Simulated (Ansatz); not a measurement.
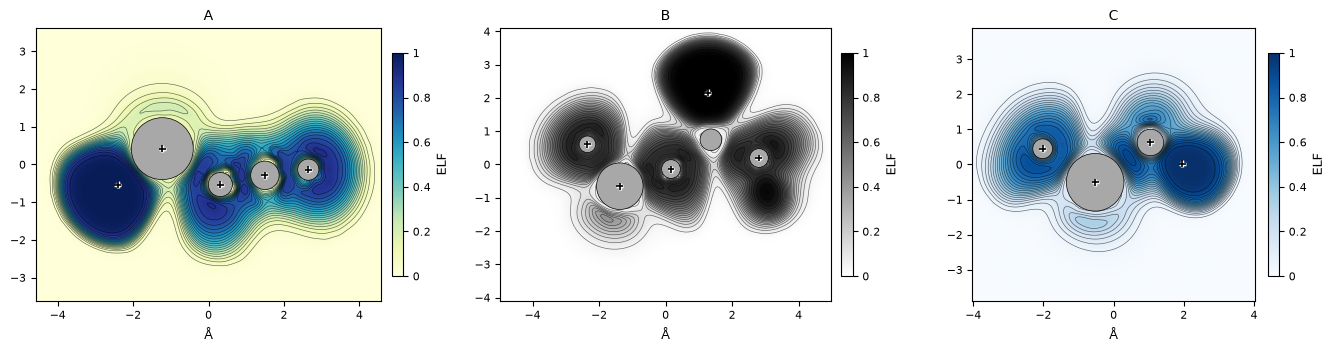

The ELF of 3 systems, each on a plane through atoms (crosses mark nuclei in the plane; grey discs cover the cores).

The calculation used Ansatz 0.2.0, RKS PBE0-D4/def2-TZVPP.

System 1: CHCl$_{2}$GeNO (SMILES O=C=[N][GeH]([Cl])[Cl]), the plane of atoms C2, N3 and Ge4. Geometry: PBE0-D4/def2-TZVP.

```xyz
7

O    -0.8370   -2.8048   -0.1508
C    -0.2016   -1.8350   -0.1369
N     0.5310   -0.8763   -0.1342
Ge    0.3497    0.9165    0.0351
Cl   -0.9292    1.6254   -1.5143
Cl   -0.5721    1.3384    1.9088
H     1.7206    1.5678   -0.0533
```

System 2: CH$_{7}$GeNO, the plane of atoms Ge2, C1 and H6. Geometry: PBE0-D4/def2-TZVP.

```
atom    x (Å)    y (Å)    z (Å)
   C  -0.9773   0.9440  -0.7279
  Ge  -0.2065  -0.5205   0.2885
   N   1.3948   0.0659   0.9675
   O   0.1840  -1.9101  -0.7570
   H  -1.8380   0.5873  -1.2948
   H  -1.3051   1.7479  -0.0659
   H  -0.2384   1.3410  -1.4260
   H  -1.1762  -1.1284   1.3209
   H   1.4346   1.0481   1.1980
   H   1.7783  -0.4707   1.7319
   H   1.0155  -1.7615  -1.2146
```

System 3: F$_{2}$H$_{4}$O$_{2}$Si$_{2}$ (SMILES O[SiH](F)O[SiH2]F), the plane of atoms O4, Si5 and F6. Geometry: PBE0-D4/def2-TZVP.

```xyz
10

O    -1.4927   -1.0737    1.7422
Si   -0.4084    0.0331    1.2749
F    -1.0825    1.4716    1.1827
O     0.1716   -0.3081   -0.2008
Si    0.9073    0.1429   -1.5742
F     2.3055    0.8187   -1.2219
H    -2.2393   -1.2847    1.1802
H     0.6530    0.0669    2.2843
H     0.0926    1.1484   -2.2875
H     1.1759   -1.0663   -2.3768
```

Q: Match each panel to its system.

A: Panel A is system 1, CHCl$_{2}$GeNO: the plane holds O, C, N, Ge and H. C–O (1.16 Å): the ELF peaks at about 0.85 between the atoms (a short, multiple covalent bond). Panel B is system 3, F$_{2}$H$_{4}$O$_{2}$Si$_{2}$: the plane holds O, Si, F and H. Si–F (1.59 Å): the ELF peaks at about 0.85 in the valence shell of F, 0.6 Å from its nucleus, and is about 0.50 at the midpoint. Panel C is system 2, CH$_{7}$GeNO: the plane holds C, Ge, O and H. Ge–O (1.78 Å): the ELF peaks at about 0.85 in the valence shell of O, 0.6 Å from its nucleus, and is about 0.35 at the midpoint.
